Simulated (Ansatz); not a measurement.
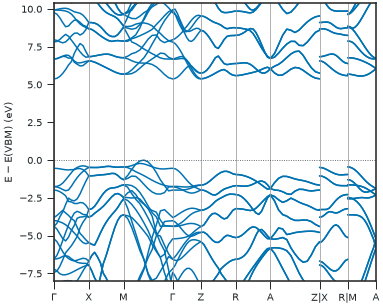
Band structure from the program Ansatz at the r²SCAN level (PAW)

### Question
Read off the gap and where the band edges lie.

### Answer
About 5.4 eV (5.37 eV by a search for the band edges); maximum on the M–Γ line, 40 % of the way from M, minimum at Γ.

The material is C in space group P4_32_12 (No. 96; C on 4a, C on 8b).

The start of the workflow was typed in or built on a structure type; neither database checked (COD, Materials Project) lists it. It is not the phase usual at ambient conditions (space group No. 194, 227). The r²SCAN relaxation kept the symmetry of its start; whether a distortion lowers the energy is not shown.

Potentials: the earlier of the program's two PAW sets.
